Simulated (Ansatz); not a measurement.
## G0W0 on several functionals: InF3 (R-3c)

How much of the starting functional survives in the G0W0 gap of InF3 (R-3c)?

Method: G0W0 on several functionals, plane waves, PAW, in Ansatz 0.2.0.

## 1. The starting structure

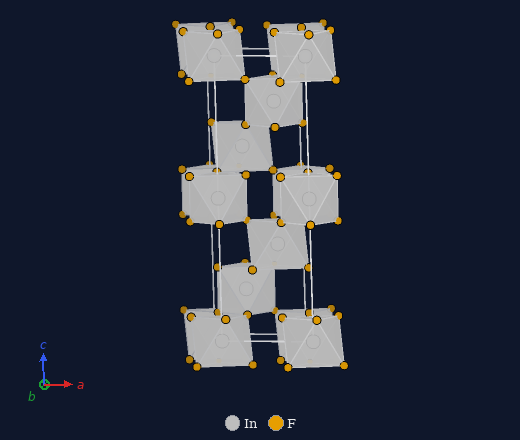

The starting structure, seen slightly off an axis (indium light grey, fluorine orange). This picture shows the conventional cell, with its axes. Some periodic images of atoms are drawn too.

As a file:

```cif
data_structure
_symmetry_space_group_name_H-M 'R-3c:H'
_symmetry_Int_Tables_number 167
_cell_length_a 5.2043
_cell_length_b 5.2043
_cell_length_c 14.7225
_cell_angle_alpha 90.000
_cell_angle_beta 90.000
_cell_angle_gamma 120.000
_cell_volume 345.33
loop_
_atom_site_label
_atom_site_type_symbol
_atom_site_symmetry_multiplicity
_atom_site_Wyckoff_symbol
_atom_site_fract_x
_atom_site_fract_y
_atom_site_fract_z
_atom_site_occupancy
In1 In 6 b 0.66667 0.33333 0.33333 1
F1 F 18 e 0.64571 0.64571 0.25000 1
```

The cell and positions are those that the Materials Project relaxed with its own functionals (PBE, PBE+U or r2SCAN), kept fixed. The default PAW set here is soft_2. Its files were made with PBE.

## 2. G0W0 on LDA

G0W0 replaces the xc potential by the self-energy, built once from these orbitals. Only a window of levels is corrected, while the sums run over the empty bands that the input names.

This step: G0W0 on LDA, plane waves, PAW.

Input file input.yaml:

```yaml
crystal:
  lattice:
    - [2.6021411829, 1.5023469124, 4.9075061345]
    - [-2.6021411829, 1.5023469124, 4.9075061345]
    - [0.0, -3.0046938249, 4.9075061345]
  atoms:
    - { symbol: In, position: [0.5, 0.5, 0.5] }
    - { symbol: In, position: [0.0, 0.0, 0.0] }
    - { symbol: F, position: [0.39570922, 0.75, 0.10429078] }
    - { symbol: F, position: [0.75, 0.10429078, 0.39570922] }
    - { symbol: F, position: [0.89570922, 0.60429078, 0.25] }
    - { symbol: F, position: [0.25, 0.89570922, 0.60429078] }
    - { symbol: F, position: [0.60429078, 0.25, 0.89570922] }
    - { symbol: F, position: [0.10429078, 0.39570922, 0.75] }
kpoints:
  mp_grid: { grid: [4, 4, 4] }
hamiltonian:
  xc: lda
scf:
  occupations: { method: fixed }
gw:
  n_empty_bands: 911
  ecut_chi: 230.0
  qp_bands: [v2, c2]
  qp_kpoints: band_edges
  screening: { model: contour_deformation }
```

The run is started by

```sh
> ansatz run input.yaml --threads 3 --pin off --max-ram 92160MiB --backend cuda --events-out ev --progress --plain --runs-dir out --devices 1 --max-vram 13GiB  # rebuilt from the run's record
```

Numbers of over 12 decimals in the logs are rounded to 6 here.

Output:

```text
GPUs: using 1 of 1 available (devices: 1).
Engine: ansatz 0.2.0, x86_64-unknown-linux-gnu
Pseudopotentials: kind: paw
Pseudopotential: In, paw, valence charge 13, recommended cutoff 420 eV (normal), In.paw.azcp
Pseudopotential: F, paw, valence charge 7, recommended cutoff 420 eV (normal), F.paw.azcp
Functional definition: SPW92
  exchange = slater_x
  correlation = pw_c
device memory: the entry about to start is reckoned to put 2.3 GiB on a device that reports 33.4 GiB free (of which the cap on the GPU budget leaves the run 13.0 GiB)
GPU FFT provider: cuFFT
GPU libraries: cuBLAS 13.8.2, cuFFT 12.4.0, cuSOLVER 12.3.4
Crystal: 8 atoms, lattice volume = 115.110 Å³
Basis set: ecut = 420 eV, 2249 PW (Γ)
Bands: 42, of which v1, the nominal top of the filled ones, is band 34 counted from 1 (33 counted from 0)
Symmetry: 12 space group operations
Space group: R-3c (ITA 167), of the structure as read, at distance tolerance 4.9e-5 Å
k-points: 13 of 64
Non-local potential: In, projectors of the file, l = 0: 2, l = 1: 2, l = 2: 2, l = 3: 2
Non-local potential: F, projectors of the file, l = 0: 2, l = 1: 2, l = 2: 1
PAW form: soft (Blöchl's): semilocal exchange-correlation on the pseudo side does not see the compensation charge
PAW frozen core: In, regenerated for the run's functional, and the local potential with it (the file was generated under x = pbe(κ = 0.804, μ = 0.219515), c = pbe(β = 0.066725))
PAW frozen core: F, regenerated for the run's functional, and the local potential with it (the file was generated under x = pbe(κ = 0.804, μ = 0.219515), c = pbe(β = 0.066725))
PAW one-centre angular grid: In, 590 points (default); XC on 64 Gauss nodes
PAW one-centre angular grid: F, 110 points (default); XC on 64 Gauss nodes
Initial density: superposition of atomic densities (neutral atoms: chi_scale 0, normalization atom), corrected by the library's trained network
Initial wavefunctions: pseudopotential atomic-orbital guess
GPU buffer pool allocated for 64000 grid points (all kernels)
GPU transforms: local potential and band sums: pruned to the plane-wave sphere, on 40×40×40
Functional: x = slater, c = lda
SCF iter   1: F=—  HF=-15679.967437 eV  |F-HF|=—  |Δ(HF+E_count)|=         —  Δρ=2.04e-2  dr2=3.33e-1  ethr=1.77e-3  ⟨swp⟩=4.8  Hψ=1835  notcnv=0  defer=78
preconditioner: auto → Resta (q_TF=auto, 2.499 Å⁻¹)  ε∞=3.6  [insulator: Δε(μ)=3.795 eV  Ē_g=17.765 eV  n_scr=26 (ndim 8)  ℏωp=28.5 eV  f_vac=0.174  ε∞_Penn≈3.6]
SCF iter   2: F=—  HF=-15679.869257 eV  |F-HF|=—  |Δ(HF+E_count)|=   9.82e-2  Δρ=5.03e-3  dr2=1.06e-2  ethr=4.89e-4  ⟨swp⟩=2.2  Hψ=924  notcnv=0  defer=78
SCF iter   3: F=—  HF=-15679.865827 eV  |F-HF|=—  |Δ(HF+E_count)|=   3.43e-3  Δρ=1.92e-3  dr2=2.59e-3  ethr=1.56e-5  ⟨swp⟩=2.0  Hψ=901  notcnv=0  defer=78
SCF iter   4: F=—  HF=-15679.865276 eV  |F-HF|=—  |Δ(HF+E_count)|=   5.50e-4  Δρ=9.09e-4  dr2=6.30e-4  ethr=3.81e-6  ⟨swp⟩=1.0  Hψ=513  notcnv=0  defer=67
SCF iter   5: F=—  HF=-15679.865092 eV  |F-HF|=—  |Δ(HF+E_count)|=   1.84e-4  Δρ=1.96e-4  dr2=3.48e-5  ethr=9.27e-7  ⟨swp⟩=2.0  Hψ=643  notcnv=0  defer=34
SCF iter   6: F=—  HF=-15679.865087 eV  |F-HF|=—  |Δ(HF+E_count)|=   5.32e-6  Δρ=2.46e-5  dr2=6.28e-7  ethr=5.12e-8  ⟨swp⟩=2.4  Hψ=779  notcnv=0  defer=33
SCF iter   7: F=-15679.865087 eV  HF=-15679.865087 eV  |F-HF|=1.18e-9  |Δ(HF+E_count)|=   2.60e-8  Δρ=2.15e-6  dr2=7.16e-9  ethr=1.47e-10  ⟨swp⟩=9.2  Hψ=2180  notcnv=0
SCF 1 converged in 7 iterations: F = -15679.865087 eV  dr2 = 7.16e-9
  greatest PAW one-centre occupation: 0.993 electrons in one spin orbital (limit 2), on the In atom at site 0 (counted from 0), in its partial waves of l = 2
device memory: the entry about to start is reckoned to put 3.1 GiB on a device that reports 33.4 GiB free (of which the cap on the GPU budget leaves the run 13.0 GiB)
NSCF: frozen V_eff on 13 k-points
the band table was solved once the SCF had ended and its energy, with any forces and stress, was formed, with the checks that follow a solve (2102 applications of the Hamiltonian). They found nothing against the state; the energy, forces and stress were not computed again (output.eigenvalues in the input reference)
device memory: the entry about to start is reckoned to put 5.5 GiB on a device that reports 33.4 GiB free (of which the cap on the GPU budget leaves the run 13.0 GiB)
NSCF: frozen V_eff on 13 k-points
G₀W₀ screening: q 1/13
[... further progress lines ...]
device memory: the entry about to start is reckoned to put 0.7 GiB on a device that reports 29.0 GiB free (of which the cap on the GPU budget leaves the run 13.0 GiB)
NSCF: frozen V_eff on 1 k-points
device memory: the entry about to start is reckoned to put 0.7 GiB on a device that reports 29.0 GiB free (of which the cap on the GPU budget leaves the run 13.0 GiB)
NSCF: frozen V_eff on 1 k-points
device memory: the entry about to start is reckoned to put 0.7 GiB on a device that reports 29.0 GiB free (of which the cap on the GPU budget leaves the run 13.0 GiB)
NSCF: frozen V_eff on 1 k-points
SCF converged after 7 iterations
Free energy (F): -15679.865087 eV
Harris-Foulkes:  -15679.865087 eV  (|F-HF|=1.18e-9)
Internal energy: -15679.865087 eV  (E = F + TS)
E sigma→0 (E₀):  -15679.865087 eV
Fermi energy:    1.213487 eV
--- Per-component energies (eV) ---
  E_band       = -404.694113
  E_kinetic    = 1718.595751
  E_local      = -6290.710337  (includes V_loc(G=0)·N_el)
  E_nonlocal   = 1205.933247
  E_hartree    = 2396.048968
  E_xc         = -885.467276
  E_vxc        = -796.771553  (∫ρ·V_xc dr)
  E_paw        = -9172.532044  (= ΣΔE_a)
  E_vpaw       = -1033.855251  (= ΣTr[D̂ρ^β])
  E_aug_tail   = 0.012177  (compensation charges beyond the density's cutoff)
  E_ewald      = -4652.994155
  E_core_change = 1.248583  (= ΣΔE_core)
  E_smearing   = -0.000000  (= −TS)
  E_closure    = 0.000000  (closes the sum)
  Σ components = -15679.865087   (vs F -15679.865087, Δ=0.00e0)
--- Band table (eV; the first three rows and the last of 13) ---
  k-point 0: bands = [... 30 lower, 1.0245, 1.0245, 1.1791, 1.1791, 5.2268, 10.6603, 11.6223, 12.7246, ... 4 higher]
  k-point 1: bands = [... 30 lower, 0.9363, 0.9427, 1.0931, 1.1523, 6.0983, 9.6302, 12.1550, 12.2348, ... 4 higher]
  k-point 2: bands = [... 30 lower, 0.9470, 0.9470, 1.0785, 1.0785, 7.8419, 7.8419, 12.2191, 12.2191, ... 4 higher]
  k-point 12: bands = [... 30 lower, 1.0879, 1.0879, 1.0879, 1.0879, 7.6511, 7.6511, 12.9092, 12.9092, ... 4 higher]
--- G₀W₀: contour deformation, 6 samples at zero and on the imaginary axis and 3 off it, 64 q-points, 911 empty bands' worth ---
  eigenvalues of the whole cell's RPA ε∞ on this k-mesh (on a slab, of 1 + 4πα/V) = 2.3823, 2.3823, 2.4606; static W/v taken at q = 0 is 0.415583
  bands read: the sum over 945 bands ends inside a degenerate multiplet in 3 slots, whose members it reads at an even weight; the widest, k=12: bands 943 to 946 (counted from 1) at 3/4 each
  gw.qp_kpoints: band_edges: 13 of 13 stored k-points solved, in 1 pass; an edge of the gap read off the rows below is read off those points alone
    ik  band        ε_KS         Σx   Σc(E_QP)       V_xc       Z   E_QP_lin       E_QP  E_QP is
     0    33      1.1791   -32.3070     5.7802   -24.5867  0.7602    -0.8260    -0.7611  root
     0    34      1.1791   -32.3070     5.7802   -24.5867  0.7602    -0.8260    -0.7611  root
     0    35      5.2268   -11.7178    -3.4289   -16.6205  0.8502     6.7141     6.7005  root
     0    36     10.6603   -15.1560    -4.8750   -22.1692  0.7940    12.8881    12.7984  root
     1    33      1.0931   -31.9567     5.9375   -24.0515  0.7576    -0.9440    -0.8746  root
     1    34      1.1523   -32.1187     5.9129   -24.2422  0.7582    -0.8796    -0.8112  root
     1    35      6.0983   -12.8458    -3.4463   -17.8517  0.8422     7.6749     7.6579  root
     1    36      9.6302   -13.8347    -4.4655   -20.2997  0.8144    11.6883    11.6298  root
     2    33      1.0785   -32.0463     5.8911   -24.1894  0.7585    -0.9560    -0.8872  root
     2    34      1.0785   -32.0463     5.8911   -24.1894  0.7585    -0.9560    -0.8872  root
     2    35      7.8419   -13.4497    -3.8919   -19.1347  0.8307     9.6665     9.6349  root
     2    36      7.8419   -13.4497    -3.8919   -19.1347  0.8307     9.6665     9.6349  root
     3    33      1.0680   -31.9277     5.9343   -24.0237  0.7574    -0.9718    -0.9018  root
     3    34      1.1282   -32.3584     5.5716   -24.8843  0.7632    -0.8344    -0.7743  root
     3    35      6.3246   -13.1384    -3.4597   -18.1809  0.8400     7.9256     7.9073  root
     3    36      9.7639   -14.4680    -4.5189   -21.0205  0.8091    11.8606    11.7975  root
     4    33      1.0659   -32.0646     5.9255   -24.1596  0.7581    -0.9842    -0.9136  root
     4    34      1.1341   -32.1696     5.8315   -24.3882  0.7593    -0.8824    -0.8158  root
     4    35      7.5862   -13.8255    -3.7844   -19.3684  0.8305     9.3736     9.3446  root
     4    36      8.7036   -13.8668    -4.1682   -19.9406  0.8226    10.6521    10.6092  root
     5    33      1.0329   -32.1395     5.7684   -24.4240  0.7599    -0.9807    -0.9141  root
     5    34      1.1671   -32.2580     5.8058   -24.5116  0.7599    -0.8385    -0.7735  root
     5    35      7.1768   -13.4145    -3.6984   -18.8199  0.8347     8.9088     8.8838  root
     5    36      8.8402   -13.8733    -4.2180   -20.0127  0.8216    10.8064    10.7615  root
[...]
11    33      1.1101   -32.2651     5.7221   -24.6056  0.7609    -0.8921    -0.8273  root
    11    34      1.1101   -32.2651     5.7221   -24.6056  0.7609    -0.8921    -0.8273  root
    11    35      8.3300   -14.2891    -4.0261   -20.1819  0.8232    10.2356    10.1967  root
    11    36      8.3300   -14.2891    -4.0261   -20.1819  0.8232    10.2356    10.1967  root
    12    33      1.0879   -32.0289     5.8411   -24.2488  0.7584    -0.9174    -0.8511  root
    12    34      1.0879   -32.0289     5.8411   -24.2488  0.7584    -0.9174    -0.8511  root
    12    35      7.6511   -13.1858    -3.7615   -18.6925  0.8323     9.4250     9.3962  root
    12    36      7.6511   -13.1858    -3.7615   -18.6925  0.8323     9.4250     9.3962  root
```

Wall time 57 s (1 × NVIDIA H100 80GB HBM3 (shared by 6 runs) with 3 threads of AMD EPYC 7R13 (Zen 3), shared host); peak memory 3.7 GiB.

The column dr2 measures how far the density is from self-consistency, as an energy; F and HF (Harris–Foulkes) agree once it is small.

Numbers from this step:

| Quantity | Value |
| --- | --- |
| bands summed | 945 |
| RPA ε∞ on this mesh (eigenvalues) | 2.382, 2.382, 2.461 |
| plane waves in the screening matrix | 919 |
| q-points in the mesh | 64 |
| G0W0 gap on the mesh | 7.421 eV |
| k of the valence top | 0, -0.5, -0.5 |
| k of the conduction bottom | 0, 0, 0 |
| starting gap on the mesh | 4.013 eV |
| Z at the valence top | 0.7610 |
| Z at the conduction bottom | 0.8502 |
| least direct G0W0 gap on the computed points | 7.462 eV |

The gap on the mesh goes from 4.01 eV to 7.42 eV, a correction of +3.41 eV. Between the two edge states, bare exchange in place of the xc potential would open the gap by 12.59 eV, and correlation takes back 9.18 eV.

(Part 1 of 2 ends here.)

[Paths, hosts, dates, memory and timing lines, banners, echoed tables and standing remarks are left out of the program output.]

[Logs are printed without paths, hosts, clocks, repeated set-up lines and the standing remarks that a program may print on its own settings, such as how far it seeks lower states.]

[Runs of the session that timed out or met a known fault of the program may be left out.]

[Cells called generated may have been cut or substituted from an entry of the Crystallography Open Database or the Materials Project.]

[Hosts, paths, dates, database ids (printed as entryN), source tags and the programs' standing remarks are cut or masked in the printed files.]
